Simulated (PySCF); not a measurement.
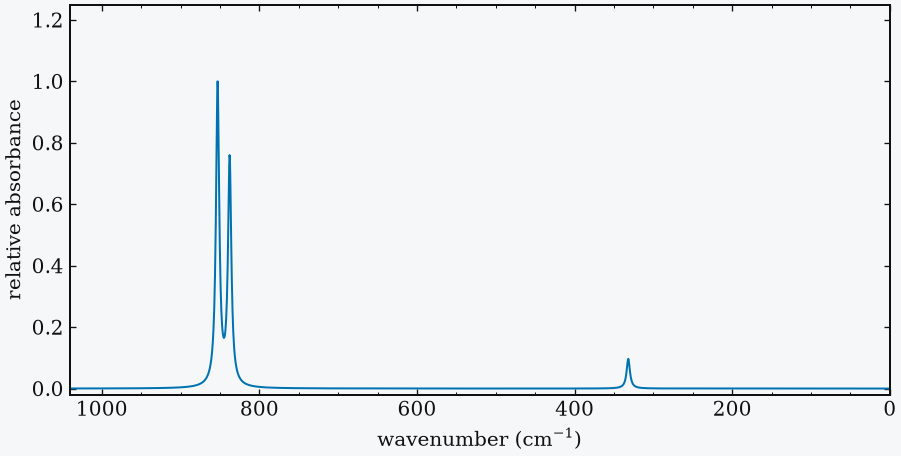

IR spectrum of SiF₂, singlet, at a minimum, with Si as the central atom. Unscaled harmonic wavenumbers and double-harmonic intensities, B3LYP/def2-TZVP with PySCF, isolated molecule. Structures are the lowest points that the searches found. Degenerate modes count as one line, with their intensities summed. Lorentzian lines of 5 cm⁻¹ full width. Close modes add up in the curve.

What symmetry does the computed molecule have?

Answer. The calculation gave C2v. Its 3 modes give 3 distinct wavenumbers, 3 with an intensity of 0.05 km/mol or more.
```
 cm⁻¹  km/mol  symmetry
331.9    17.2        a1
837.7   130.7        a1
853.0   174.0        b2
```

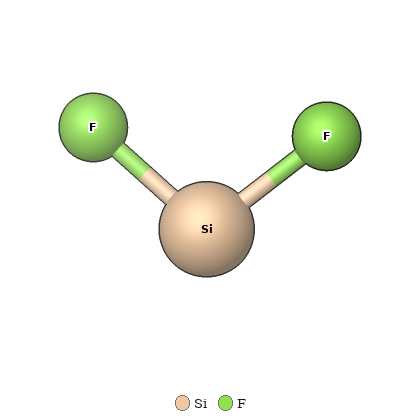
